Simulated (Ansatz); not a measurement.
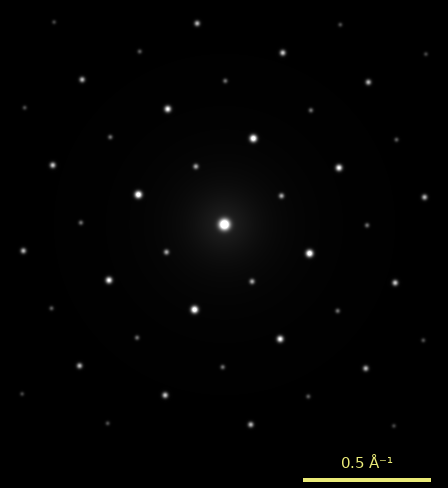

Simulated selected-area electron diffraction pattern (80 kV, kinematic approximation, thin crystal, B = 0.8 Å² for all atoms).

Q: Read the repeat vectors of the pattern off the scale bar.

A: The spots form a square net with both shortest vectors at d = 3.96 Å, 90.0° apart.

Q: What is the point symmetry of the pattern, intensities included?

A: 4mm. A fourfold pattern needs a tetragonal or cubic crystal seen along a 4 or -4 axis.

Q: What was simulated?

A: This cannot be fixed from one zone alone; the pattern is [001] of Y2SbN, space group P4/mmm (No. 123), a = 3.965 Å, c = 5.670 Å. The net vectors are 1 0 0 and 0 1 0. Structure: the end point of a relaxation with DFT PBEsol, scalar-relativistic, plane waves, PAW (Ansatz 0.2.0); the starting structure was generated, so it need not be a known form of this composition.
